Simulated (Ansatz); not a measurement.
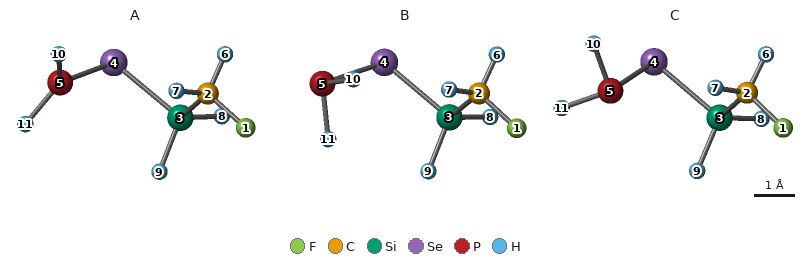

3 geometries from a converged minimum-energy path of CH₆FPSeSi, shuffled. The picture is a ball-and-stick view, seen from a free direction.

Computed with RKS PBE0-D4/def2-SVP (Ansatz). Settings: 7 movable images; climbing image; force threshold 0.05 eV/Å; iteration limit 48; starting path by image-dependent pair potential.

Question: One of them is the converged climbing image. Which?

Answer: A. In order along the path, whose images run from 0 to 8: C (image 2, +11.9 kJ/mol), A (image 4, +135.1 kJ/mol), B (image 8, +4.3 kJ/mol). The motion is an umbrella inversion at P5. No bond forms or breaks between the ends. Bond angles that change up to the highest image, for instance: Se4–P5–H10 96.2° → 121.6°, Se4–P5–H11 96.9° → 121.0°.

Cost: 3.1 min on 2 threads of Arm Neoverse V1 (shared host), peak memory 0.36 GiB.
